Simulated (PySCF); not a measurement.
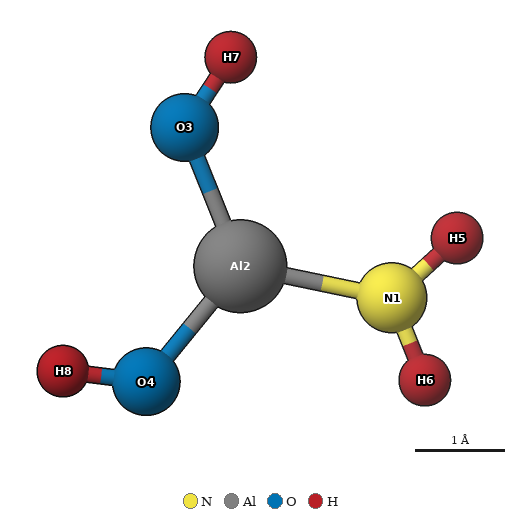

Figure 1. The structure (ball-and-stick view, seen on its broad side; atoms are numbered from 1 in the order of the input). Sticks mark near contacts. Bond lengths as drawn: Al–N 1.76 Å, Al–O 1.69 Å, H–N 1.01 Å and H–O 0.95 to 0.96 Å.

Single-point calculation of AlNH$_{4}$O$_{2}$

- system: AlNH$_{4}$O$_{2}$
- method: revPBE/6-311+G**, RKS (PySCF 2.14.0)

The geometry comes from this level: PBE0-D4/def2-TZVP.

Output
```
PySCF version 2.14.0

[INPUT] num. atoms = 8
[INPUT] num. electrons = 40
[INPUT] charge = 0
[INPUT] spin (= nelec alpha-beta = 2S) = 0
[INPUT] symmetry False subgroup None
[INPUT] Mole.unit = angstrom
[INPUT] Symbol           X                Y                Z      unit          X                Y                Z       unit  Magmom
[INPUT]  1 N     -0.453400000000   1.370900000000   0.159000000000 AA   -0.856801824878   2.590625544166   0.300466453806 Bohr   0.0
[INPUT]  2 Al     0.021900000000  -0.314300000000  -0.015200000000 AA    0.041385002128  -0.593940920951  -0.028723837093 Bohr   0.0
[INPUT]  3 O      1.569400000000  -0.806100000000  -0.500900000000 AA    2.965736179892  -1.523308229012  -0.946563815795 Bohr   0.0
[INPUT]  4 O     -1.140100000000  -1.496100000000   0.324200000000 AA   -2.154476754617  -2.827219254962   0.612649209584 Bohr   0.0
[INPUT]  5 H      0.132800000000   2.170000000000  -0.009000000000 AA    0.250955629342   4.100705690306  -0.017007535121 Bohr   0.0
[INPUT]  6 H     -1.372600000000   1.662000000000   0.447700000000 AA   -2.593838078578   3.140724819027   0.846030385968 Bohr   0.0
[INPUT]  7 H      2.287000000000  -0.213800000000  -0.712700000000 AA    4.321803646880  -0.404023445432  -1.346807808978 Bohr   0.0
[INPUT]  8 H     -0.952800000000  -2.429800000000   0.251200000000 AA   -1.800531051486  -4.591656537468   0.474699202491 Bohr   0.0

nuclear repulsion = 161.698701627643
number of shells = 60
number of NR pGTOs = 186
number of NR cGTOs = 120
basis = 6-311+g**
ecp = {}

******** <class 'pyscf.dft.rks.RKS'> ********
method = RKS
initial guess = minao
damping factor = 0
level_shift factor = 0
DIIS = <class 'pyscf.scf.diis.CDIIS'>
diis_start_cycle = 1
diis_space = 8
diis_damp = 0
SCF conv_tol = 1e-10
SCF conv_tol_grad = None
SCF max_cycles = 50
direct_scf = True
direct_scf_tol = 1e-13
XC library pyscf.dft.libxc version 7.0.0
    S. Lehtola, C. Steigemann, M. J.T. Oliveira, and M. A.L. Marques.,  SoftwareX 7, 1–5 (2018)
XC functionals = revpbe
    Y. Zhang and W. Yang.,  Phys. Rev. Lett. 80, 890 (1998)
    J. P. Perdew, K. Burke, and M. Ernzerhof.,  Phys. Rev. Lett. 77, 3865 (1996)
    J. P. Perdew, K. Burke, and M. Ernzerhof.,  Phys. Rev. Lett. 78, 1396 (1997)
radial grids:
    Treutler-Ahlrichs [JCP 102, 346 (1995); DOI:10.1063/1.469408] (M4) radial grids

becke partition: Becke, JCP 88, 2547 (1988); DOI:10.1063/1.454033
pruning grids: <function nwchem_prune>
grids dens level: 5
symmetrized grids: False
atomic radii adjust function: <function treutler_atomic_radii_adjust>
small_rho_cutoff = 0
Set gradient conv threshold to 1e-05
Initial guess from minao.
tot grids = 265280
init E= -450.271865489045
  HOMO = -0.320371271217887  LUMO = -0.0933750141914303  gap/eV = 6.17688
cycle= 1 E= -449.788333221402  delta_E= 0.484  |g|= 1.38  |ddm|= 2.36
  HOMO = -0.0483782921325127  LUMO = -0.0110790910157268  gap/eV = 1.01496
cycle= 2 E= -448.080636756515  delta_E= 1.71  |g|= 3.08  |ddm|= 4.06
  HOMO = -0.204755578293891  LUMO = -0.0586488993631922  gap/eV = 3.97577
cycle= 3 E= -450.119456618141  delta_E= -2.04  |g|= 0.29  |ddm|= 3.58
  HOMO = -0.254221865894129  LUMO = -0.0552273982227341  gap/eV = 5.41492
cycle= 4 E= -450.120737036387  delta_E= -0.00128  |g|= 0.293  |ddm|= 0.342
  HOMO = -0.220767138479434  LUMO = -0.0504421221126509  gap/eV = 4.63478
cycle= 5 E= -450.138382923652  delta_E= -0.0176  |g|= 0.0196  |ddm|= 0.149
  HOMO = -0.219551384474722  LUMO = -0.0504201093709684  gap/eV = 4.60230
cycle= 6 E= -450.138449026802  delta_E= -6.61e-05  |g|= 0.00511  |ddm|= 0.0199
  HOMO = -0.219491457778241  LUMO = -0.0506387895268452  gap/eV = 4.59472
cycle= 7 E= -450.138451362869  delta_E= -2.34e-06  |g|= 0.00393  |ddm|= 0.0063
  HOMO = -0.219578126939316  LUMO = -0.0506324304753929  gap/eV = 4.59725
cycle= 8 E= -450.138454116439  delta_E= -2.75e-06  |g|= 0.00063  |ddm|= 0.00275
  HOMO = -0.219591210938807  LUMO = -0.0506156174329846  gap/eV = 4.59806
cycle= 9 E= -450.138454197739  delta_E= -8.13e-08  |g|= 0.000138  |ddm|= 0.000665
  HOMO = -0.219609449720797  LUMO = -0.0506215029271419  gap/eV = 4.59840
cycle= 10 E= -450.138454200904  delta_E= -3.16e-09  |g|= 3.51e-05  |ddm|= 0.000144
  HOMO = -0.21960549998925  LUMO = -0.0506222173443171  gap/eV = 4.59827
cycle= 11 E= -450.138454201203  delta_E= -2.99e-10  |g|= 2.72e-06  |ddm|= 2.97e-05
  HOMO = -0.219605200985819  LUMO = -0.0506221977611789  gap/eV = 4.59826
cycle= 12 E= -450.138454201204  delta_E= -1.36e-12  |g|= 6.08e-07  |ddm|= 4.1e-06
  HOMO = -0.21960526099535  LUMO = -0.0506221762722937  gap/eV = 4.59826
```

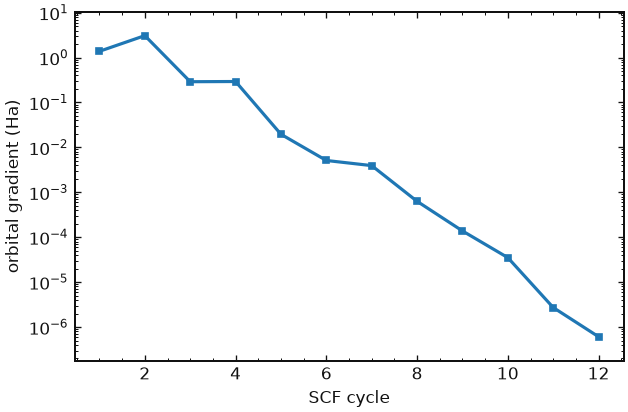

Figure 2. Convergence of the self-consistent field: orbital gradient against the SCF cycle. The residual comes down, with one marked jump up, by a factor of about 2, at step 2.

```
Extra cycle  E= -450.138454201205  delta_E= -7.96e-13  |g|= 1.26e-06  |ddm|= 1.77e-06
converged SCF energy = -450.138454201205
E(REVPBE) = -450.138454201
```

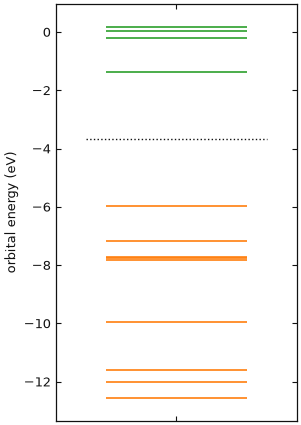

Figure 3. Orbital energies near the frontier; the dotted line parts filled from empty levels, and levels within 0.02 eV of each other stand side by side. Highest filled −5.98 eV, lowest empty −1.38 eV, 4.60 eV apart.

This output came from the following input.

Input (job.py)
```python
from pyscf import gto, dft

mol = gto.Mole()
mol.atom = '''
N   -0.453400   1.370900   0.159000
Al   0.021900  -0.314300  -0.015200
O    1.569400  -0.806100  -0.500900
O   -1.140100  -1.496100   0.324200
H    0.132800   2.170000  -0.009000
H   -1.372600   1.662000   0.447700
H    2.287000  -0.213800  -0.712700
H   -0.952800  -2.429800   0.251200
'''
mol.max_memory = 1860
mol.spin = 0
mol.verbose = 4
mol.basis = '6-311+g**'
mol.build()

myscf = dft.RKS(mol, xc='revpbe')
myscf.conv_tol = 1e-10
myscf.grids.level = 5
myscf.kernel()
if not myscf.converged:
    myscf = myscf.newton().run(myscf.mo_coeff, myscf.mo_occ)

etot = myscf.e_tot
print('E(%s) = %.9f' % ('REVPBE', etot))
```

Launch command:
```bash
OMP_NUM_THREADS=1 python job.py
```

Summary

| quantity | value |
| --- | --- |
| outcome | converged |
| total energy | −450.138454 hartree |
| basis functions | 120 |
| HOMO | −5.98 eV |
| LUMO | −1.38 eV |
| dipole moment | 1.74 D |
| hardware | 1 thread of Intel Xeon @ 2.70GHz, 189 GiB of memory available, shared host |
| wall time | 35 s |
| peak memory | 0.66 GiB |
